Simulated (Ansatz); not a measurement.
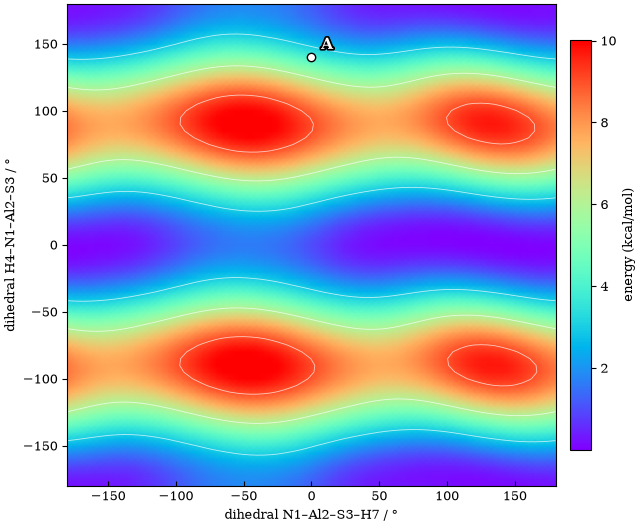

AlH5NS, SMILES [NH2][AlH][SH2+], charge +1. 
- Coordinates scanned: (1) dihedral N1–Al2–S3–H7; (2) dihedral H4–N1–Al2–S3.
- Nothing is relaxed (all other coordinates rigid).
- Grid: 18 × 18 points.
- Points are written as (first, second).
- Energies are in kcal/mol, from the relaxed molecule at the same level.
- Computed with RKS r2SCAN-D4/def2-SVP in Ansatz.

Drawn: a smooth colour map with a few white contour lines, the point A. Between grid points the surface is interpolated.

Q: Is A at rest? If not, where is it pushed?

A: A, at (0°, 140°), is not a stationary point. The computed force is 0.028 kcal/mol for each degree towards larger values of dihedral N1–Al2–S3–H7 and 0.13 kcal/mol for each degree towards larger values of dihedral H4–N1–Al2–S3.
